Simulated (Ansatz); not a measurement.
## Changed inputs in constrained RPA: EuClF (P4/nmm)

Aim: hold the target of a cRPA run on EuClF (P4/nmm) and move one thing at a time.

Main program and level: Ansatz 0.2.0; constrained RPA on LDA, plane waves, PAW.

### 1. The starting structure

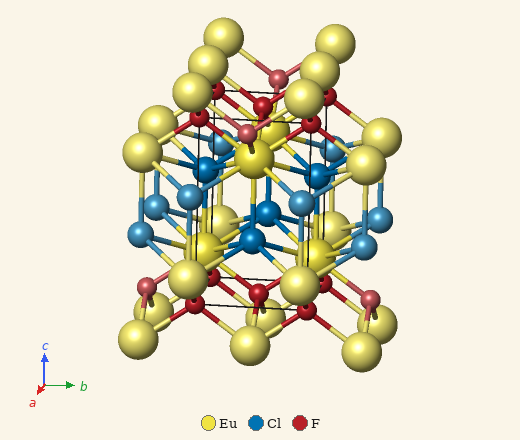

Start, viewed slightly off an axis; europium yellow, chlorine blue, fluorine red. Some periodic images of atoms are drawn too.

The cell and positions are those that the Materials Project relaxed with its own functionals (PBE, PBE+U or r2SCAN), kept fixed. Spin-orbit coupling is left out unless a step names it. The default PAW set here is soft_2. Its files were made with PBE.

### 2. Base: Eu f, bands v7 to c7, 4×4×2 mesh, medium accuracy

Constrained RPA screens the interaction with every transition except those inside the target bands, which a later many-body model would treat itself.

The input, input.yaml:

```yaml
crystal:
  lattice:
    - [4.08367072, 0.0, 0.0]
    - [0.0, 4.08367072, 0.0]
    - [0.0, 0.0, 6.97853229]
  atoms:
    - { symbol: Eu, position: [0.0, 0.5, 0.79401802] }
    - { symbol: Eu, position: [0.5, 0.0, 0.20598198] }
    - { symbol: Cl, position: [0.0, 0.5, 0.35500378] }
    - { symbol: Cl, position: [0.5, 0.0, 0.64499622] }
    - { symbol: F, position: [0.0, 0.0, 0.0] }
    - { symbol: F, position: [0.5, 0.5, 0.0] }
kpoints:
  mp_grid: { grid: [8, 8, 4] }
hamiltonian:
  xc: lda
scf:
  occupations: { method: gaussian, width: 0.08 }
  n_extra_bands: 28
  max_iter: 150
output:
  crpa:
    kmesh: [4, 4, 2]
    target_bands: [v7, c7]
    projections: [{ species: Eu, l: f, shell: 4 }]
  local_orbitals:
    kmesh: [8, 8, 4]
    orbitals: [{ species: Eu, l: f, shell: 4 }]
    window: { bands: [v7, c7] }
    seedname: lo
```

Run with:

```bash
$ ansatz run input.yaml --threads 4 --pin off --max-ram 9216MiB --backend cpu --events-out ev --progress --plain --runs-dir out
```

Numbers of over 12 decimals in the logs are rounded to 6 here.

Output:

```text
Eu: projections on atomic orbitals take those of the free atom [Kr 4d10] 4f7 5s2 5p6 5d0 6s2, of charge +0.00 (hamiltonian.pseudopotentials.projection_atoms); the dataset's partial waves leave at most 1.0e-3 of an orbital's norm unspanned inside its sphere
scf.n_extra_bands = 28 over 31 filled bands (N_el = 62.0): the run solves 59 bands
Engine: ansatz 0.2.0, aarch64-unknown-linux-gnu
Pseudopotentials: kind: paw
Pseudopotential: Eu, paw, valence charge 17, recommended cutoff 420 eV (normal), Eu.paw.azcp
Pseudopotential: Cl, paw, valence charge 7, recommended cutoff 420 eV (normal), Cl.paw.azcp
Pseudopotential: F, paw, valence charge 7, recommended cutoff 420 eV (normal), F.paw.azcp
Functional definition: SPW92
  exchange = slater_x
  correlation = pw_c
Crystal: 6 atoms, lattice volume = 116.377 Å³
Basis set: ecut = 420 eV, 2303 PW (Γ)
Bands: 59, of which v1, the nominal top of the filled ones, is band 31 counted from 1 (30 counted from 0)
Symmetry: 16 space group operations
Space group: P4/nmm (ITA 129), of the structure as read, at distance tolerance 4.9e-5 Å
k-points: 45 of 256
Non-local potential: Eu, projectors of the file, l = 0: 3, l = 1: 2, l = 2: 2, l = 3: 3
Non-local potential: Cl, projectors of the file, l = 0: 2, l = 1: 2, l = 2: 2
Non-local potential: F, projectors of the file, l = 0: 2, l = 1: 2, l = 2: 1
PAW form: soft (Blöchl's): semilocal exchange-correlation on the pseudo side does not see the compensation charge
PAW frozen core: Eu, regenerated for the run's functional, and the local potential with it (the file was generated under x = pbe(κ = 0.804, μ = 0.219515), c = pbe(β = 0.066725))
PAW frozen core: Cl, regenerated for the run's functional, and the local potential with it (the file was generated under x = pbe(κ = 0.804, μ = 0.219515), c = pbe(β = 0.066725))
PAW frozen core: F, regenerated for the run's functional, and the local potential with it (the file was generated under x = pbe(κ = 0.804, μ = 0.219515), c = pbe(β = 0.066725))
PAW one-centre angular grid: Eu, 590 points (default); XC on 64 Gauss nodes
PAW one-centre angular grid: Cl, 110 points (default); XC on 64 Gauss nodes
PAW one-centre angular grid: F, 110 points (default); XC on 64 Gauss nodes
Initial density: superposition of atomic densities (neutral atoms: chi_scale 0, normalization atom), corrected by the library's trained network
Initial wavefunctions: pseudopotential atomic-orbital guess
Functional: x = slater, c = lda
SCF iter   1: F=—  HF=-20805.971413 eV  |F-HF|=—  |Δ(HF+E_count)|=         —  Δρ=1.73e-2  dr2=2.24e-1  ethr=1.77e-3  ⟨swp⟩=5.8  Hψ=11790  notcnv=0  defer=215
preconditioner: auto → Kerker (q_TF=auto, 2.456 Å⁻¹)  [metal: Δε(μ)=0.000 eV  Ē_g=14.172 eV  σ=0.080 eV  W_gap=0.00  n_scr=36 (ndim 8)  ℏωp=26.2 eV  f_vac=0.006  D(μ)=132.45/eV (n_scr^D=5858)]
[...]
cRPA screening: q 2/32
cRPA screening: q 3/32
cRPA screening: q 7/32 (q-point 4)
cRPA screening: q 11/32 (q-point 5)
cRPA screening: q 13/32 (q-point 6)
cRPA screening: q 15/32 (q-point 11)
cRPA screening: q 17/32 (q-point 12)
cRPA screening: q 19/32 (q-point 13)
cRPA screening: q 23/32 (q-point 14)
cRPA screening: q 27/32 (q-point 15)
cRPA screening: q 29/32 (q-point 16)
cRPA screening: q 31/32 (q-point 21)
cRPA screening: q 32/32 (q-point 22)
SCF converged after 18 iterations
Free energy (F): -20805.906921 eV
Harris-Foulkes:  -20805.906921 eV  (|F-HF|=1.09e-8)
Internal energy: -20805.471861 eV  (E = F + TS)
E sigma→0 (E₀):  -20805.689391 eV
Entropy (-TS):   -0.435060 eV (-72.510 meV/atom)
Fermi energy:    11.320997 eV
--- Per-component energies (eV) ---
  E_band       = -55.796028
  E_kinetic    = 1442.904668
  E_local      = -5848.445574  (includes V_loc(G=0)·N_el)
  E_nonlocal   = 1162.894551
  E_hartree    = 2301.516863
  E_xc         = -722.200092
  E_vxc        = -853.597987  (∫ρ·V_xc dr)
  E_paw        = -13987.796543  (= ΣΔE_a)
  E_vpaw       = -562.591996  (= ΣTr[D̂ρ^β])
  E_aug_tail   = 0.004267  (compensation charges beyond the density's cutoff)
  E_ewald      = -5157.227265
  E_core_change = 2.877264  (= ΣΔE_core)
  E_smearing   = -0.435060  (= −TS)
  E_closure    = -0.000000  (closes the sum)
  Σ components = -20805.906921   (vs F -20805.906921, Δ=0.00e0)
--- Band table (eV; the first three rows and the last of 45) ---
  k-point 0: bands = [... 27 lower, 11.2700, 11.2744, 11.2744, 11.3008, 11.3200, 11.3560, 11.3560, 11.3836, ... 24 higher]
  k-point 1: bands = [... 27 lower, 11.2520, 11.2804, 11.2804, 11.3094, 11.3188, 11.3591, 11.3591, 11.3708, ... 24 higher]
  k-point 2: bands = [... 27 lower, 11.2396, 11.2886, 11.2886, 11.2968, 11.3252, 11.3557, 11.3557, 11.3642, ... 24 higher]
  k-point 44: bands = [... 27 lower, 11.2348, 11.2553, 11.2553, 11.3376, 11.3376, 11.3437, 11.3437, 11.3549, ... 24 higher]
--- cRPA (band scheme, projected local orbitals): target bands 25..38 (1-based), 14 Wannier function(s), 4×4×2 mesh, 76 bands' worth read of 81 solved, ecut_chi 136.0 eV, v(q+G=0) probe_charge, pair densities all_electron ---
  χ-basis size per q: N_G = 406..444
  window electrons = 14.0000, filled by tetrahedron_uncorrected; constrained ε̄⁻¹(q = 0, 0) head = 0.226194; min gauge Gram eig = 0.4817
  Kanamori averages over each shell's own Wannier functions (sites counted from 0, functions from 1):
  Each shell's averages of U are screened by what lies outside the whole window alone: parameters of one model of all the shells.
    Site 0, 4F, 7 of 7 f orbitals (Wannier functions 1, 2, 3, 4, 5, 6, 7; wannier90's mr 1, 2, 3, 4, 5, 6, 7):
      screened: U = 6.4883 eV, U' = 5.2418 eV, J = 0.5794 eV
      screened, to within: U = 1.3e-2 eV, U' = 1.3e-2 eV, J = 9.9e-4 eV
      bare: V = 27.6206 eV, V' = 26.0210 eV, J = 0.7369 eV
    Site 1, 4F, 7 of 7 f orbitals (Wannier functions 8, 9, 10, 11, 12, 13, 14; wannier90's mr 1, 2, 3, 4, 5, 6, 7):
      screened: U = 6.4883 eV, U' = 5.2418 eV, J = 0.5794 eV
      screened, to within: U = 1.3e-2 eV, U' = 1.3e-2 eV, J = 9.9e-4 eV
      bare: V = 27.6206 eV, V' = 26.0210 eV, J = 0.7369 eV
  Hermiticity witness max|P − P†| over intra, direct and exchange elements: 2.84e-14 eV (screened), 4.31e-17 eV (bare)
  Reality witness max|Im| over intra, direct and exchange elements: 9.01e-10 eV (screened), 9.78e-12 eV (bare)
```

Run time: 17 min. Hardware: 4 threads of Arm Neoverse V1, shared host; peak memory 1.2 GiB.

This step gave:

* U: 6.488 eV
* U prime (inter-orbital): 5.242 eV
* J: 0.5794 eV
* bare V: 27.62 eV
* bare J: 0.7369 eV
* stated bound on U: 0.01256 eV
* U over bare V: 0.2349
* electrons in the window: 14.00
* head of the constrained inverse dielectric matrix: 0.2262
* least eigenvalue of the projection's overlap: 0.4817
* target functions: 14
* bands in the sums: 76
* r.m.s. miss of the model bands: 2.57e-4 eV
* width of the target bands: 0.6016 eV
* weight of the projected orbitals in the window: 0.9776

On the Eu f shell, screening brings the on-site interaction from 27.6 eV down to U = 6.49 eV.

### 3. Changed: 2×2×2 mesh

input.yaml, as its differences from that of step 2:

```diff
@@ -22,9 +22,4 @@
   crpa:
-    kmesh: [4, 4, 2]
+    kmesh: [2, 2, 2]
     target_bands: [v7, c7]
     projections: [{ species: Eu, l: f, shell: 4 }]
-  local_orbitals:
-    kmesh: [8, 8, 4]
-    orbitals: [{ species: Eu, l: f, shell: 4 }]
-    window: { bands: [v7, c7] }
-    seedname: lo
```

Output:

```text
[...]
Crystal: 6 atoms, lattice volume = 116.377 Å³
Basis set: ecut = 420 eV, 2303 PW (Γ)
Bands: 59, of which v1, the nominal top of the filled ones, is band 31 counted from 1 (30 counted from 0)
[... 1 set-up line as in the run before ...]
[...]
k-points: 45 of 256
[...]
SCF iter   1: F=—  HF=-20805.971413 eV  |F-HF|=—  |Δ(HF+E_count)|=         —  Δρ=1.73e-2  dr2=2.24e-1  ethr=1.77e-3  ⟨swp⟩=5.8  Hψ=11790  notcnv=0  defer=215
[...]
SCF iter  18: F=-20805.906921 eV  HF=-20805.906921 eV  |F-HF|=1.09e-8  |Δ(HF+E_count)|=   2.03e-7  Δρ=6.72e-6  dr2=3.99e-8  ethr=1.61e-10  ⟨swp⟩=1.2  Hψ=4879  notcnv=0
SCF 1 converged in 18 iterations: F = -20805.906921 eV  dr2 = 3.99e-8
[...]
NSCF: frozen V_eff on 6 k-points
[...]
cRPA screening: q 1/8
cRPA screening: q 2/8
cRPA screening: q 3/8
cRPA screening: q 5/8 (q-point 4)
cRPA screening: q 7/8
cRPA screening: q 8/8
SCF converged after 18 iterations
Free energy (F): -20805.906921 eV
[...]
Internal energy: -20805.471861 eV  (E = F + TS)
E sigma→0 (E₀):  -20805.689391 eV
Entropy (-TS):   -0.435060 eV (-72.510 meV/atom)
Fermi energy:    11.320997 eV
[...]
--- Band table (eV; the first three rows and the last of 45) ---
  k-point 0: bands = [... 27 lower, 11.2700, 11.2744, 11.2744, 11.3008, 11.3200, 11.3560, 11.3560, 11.3836, ... 24 higher]
  k-point 1: bands = [... 27 lower, 11.2520, 11.2804, 11.2804, 11.3094, 11.3188, 11.3591, 11.3591, 11.3708, ... 24 higher]
  k-point 2: bands = [... 27 lower, 11.2396, 11.2886, 11.2886, 11.2968, 11.3252, 11.3557, 11.3557, 11.3642, ... 24 higher]
  k-point 44: bands = [... 27 lower, 11.2348, 11.2553, 11.2553, 11.3376, 11.3376, 11.3437, 11.3437, 11.3549, ... 24 higher]
[...]
χ-basis size per q: N_G = 406..444
[...]
screened: U = 5.4427 eV, U' = 4.2107 eV, J = 0.5550 eV
      screened, to within: U = 9.4e-3 eV, U' = 9.3e-3 eV, J = 9.4e-4 eV
      bare: V = 27.4401 eV, V' = 25.8350 eV, J = 0.7280 eV
[...]
screened: U = 5.4427 eV, U' = 4.2107 eV, J = 0.5550 eV
      screened, to within: U = 9.4e-3 eV, U' = 9.3e-3 eV, J = 9.4e-4 eV
      bare: V = 27.4401 eV, V' = 25.8350 eV, J = 0.7280 eV
[...]
```

The job ended after 2.8 min (4 threads; peak memory 1.1 GiB).

This step gave:

```yaml
u: 5.443 eV
u_prime_inter_orbital: 4.211 eV
j: 0.5550 eV
bare_v: 27.44 eV
bare_j: 0.7280 eV
stated_bound_on_u: 0.009338 eV
u_over_bare_v: 0.1983
electrons_in_the_window: 14.00
head_of_the_constrained_inverse_dielectric_matrix: 0.2107
least_eigenvalue_of_the_projection_s_overlap: 0.4817
target_functions: 14
bands_in_the_sums: 76
width_of_the_target_bands: 0.6016 eV
weight_of_the_projected_orbitals_in_the_window: 0.9776
```

On the Eu f shell, screening brings the on-site interaction from 27.4 eV down to U = 5.44 eV.

### 4. Changed: sums without a band count

input.yaml, as its differences from that of step 3:

```diff
@@ -22,4 +22,5 @@
   crpa:
-    kmesh: [2, 2, 2]
+    kmesh: [4, 4, 2]
     target_bands: [v7, c7]
     projections: [{ species: Eu, l: f, shell: 4 }]
+    accuracy: sum_over_states
```

Output:

```text
Error: 2 input errors — fix all and re-run
  1. invalid value for `output.crpa.n_empty_bands`: is left out, and the sums over bands alone (accuracy: sum_over_states under output.crpa) have no default for it, since their result follows it; type one, or take accuracy: low, medium or high under output.crpa
  2. invalid value for `output.crpa.ecut_chi`: is left out, and the sums over bands alone (accuracy: sum_over_states under output.crpa) have no default for it, since their result follows it; type one, or take accuracy: low, medium or high under output.crpa
```

Run time: 0.19 s. Hardware: 4 threads; peak memory 0.062 GiB.

The program refused the input before any cycle.

The program's message: “Error: 2 input errors — fix all and re-run”

The fault put into this input: sums without a band count.

### 5. Changed: volume -6 %

The cell differs from the one that the last finished run ended in (a 4.084 → 4.000 Å, b 4.084 → 4.000 Å, c 6.979 → 6.836 Å).

input.yaml, as its differences from that of step 4:

```diff
@@ -2,5 +2,5 @@
   lattice:
-    - [4.08367072, 0.0, 0.0]
-    - [0.0, 4.08367072, 0.0]
-    - [0.0, 0.0, 6.97853229]
+    - [4.0003071099, 0.0, 0.0]
+    - [0.0, 4.0003071099, 0.0]
+    - [0.0, 0.0, 6.8360732905]
   atoms:
@@ -25,2 +25,6 @@
     projections: [{ species: Eu, l: f, shell: 4 }]
-    accuracy: sum_over_states
+  local_orbitals:
+    kmesh: [8, 8, 4]
+    orbitals: [{ species: Eu, l: f, shell: 4 }]
+    window: { bands: [v7, c7] }
+    seedname: lo
```

Output:

```text
[...]
Crystal: 6 atoms, lattice volume = 109.394 Å³
Basis set: ecut = 420 eV, 2135 PW (Γ)
Bands: 59, of which v1, the nominal top of the filled ones, is band 31 counted from 1 (30 counted from 0)
[... 1 set-up line as in the run before ...]
[...]
k-points: 45 of 256
[...]
χ-basis size per q: N_G = 376..409
[...]
screened: U = 6.3642 eV, U' = 5.1213 eV, J = 0.5770 eV
      screened, to within: U = 1.3e-2 eV, U' = 1.3e-2 eV, J = 1.0e-3 eV
      bare: V = 27.5627 eV, V' = 25.9656 eV, J = 0.7351 eV
[...]
screened: U = 6.3642 eV, U' = 5.1213 eV, J = 0.5770 eV
      screened, to within: U = 1.3e-2 eV, U' = 1.3e-2 eV, J = 1.0e-3 eV
      bare: V = 27.5627 eV, V' = 25.9656 eV, J = 0.7351 eV
[...]
[key lines of the parts left out:]
SCF converged after 18 iterations
Free energy (F): -20806.244806 eV
Fermi energy:    12.186325 eV
```

Wall time 14 min (4 threads); peak memory 1.1 GiB; 55 min of CPU time.

Numbers from this step:

```
U                                                 : 6.364 eV
U prime (inter-orbital)                           : 5.121 eV
J                                                 : 0.5770 eV
bare V                                            : 27.56 eV
bare J                                            : 0.7351 eV
stated bound on U                                 : 0.01266 eV
U over bare V                                     : 0.2309
electrons in the window                           : 14.00
head of the constrained inverse dielectric matrix : 0.2160
least eigenvalue of the projection's overlap      : 0.4387
target functions                                  : 14
bands in the sums                                 : 76
r.m.s. miss of the model bands                    : 2.69e-4 eV
width of the target bands                         : 0.7290 eV
weight of the projected orbitals in the window    : 0.9750
```

On the Eu f shell, screening brings the on-site interaction from 27.6 eV down to U = 6.36 eV.

### 6. Side by side

Times are wall times on 4 threads of Arm Neoverse V1, shared host, good to a factor of about two.

```csv
run,bare V (eV),U (eV),J (eV),bound on U (eV),width (eV),time
target window,27.62,6.488,0.579,0.0126,0.60,17 min
2×2×2 mesh,27.44,5.443,0.555,0.0093,0.60,2.8 min
volume -6 %,27.56,6.364,0.577,0.0127,0.73,14 min
```

### 7. Summary of results

| Property | Result |
| --- | --- |
| target window | U 6.49 eV, J 0.58 eV |
| 2×2×2 mesh | U 5.44 eV, J 0.56 eV |
| volume -6 % | U 6.36 eV, J 0.58 eV |

What this shows: 2×2×2 mesh moves U by −1.05 eV at 0.17 times the time. Volume -6 % moves U by −0.12 eV. The printed bound covers the solver alone, not the mesh, and no denser mesh than the base was run. The parent state is non-magnetic and the interaction static (zero frequency); U depends on the window and the orbitals, so it belongs to this model alone.

[Paths, hosts, dates, memory and timing lines, banners, echoed tables and standing remarks are left out of the program output.]

[Logs are printed without paths, hosts, clocks, repeated set-up lines and the standing remarks that a program may print on its own settings, such as how far it seeks lower states.]

[Runs of the session that timed out or met a known fault of the program may be left out.]

[Hosts, paths, dates, database ids (printed as entryN), source tags and the programs' standing remarks are cut or masked in the printed files.]
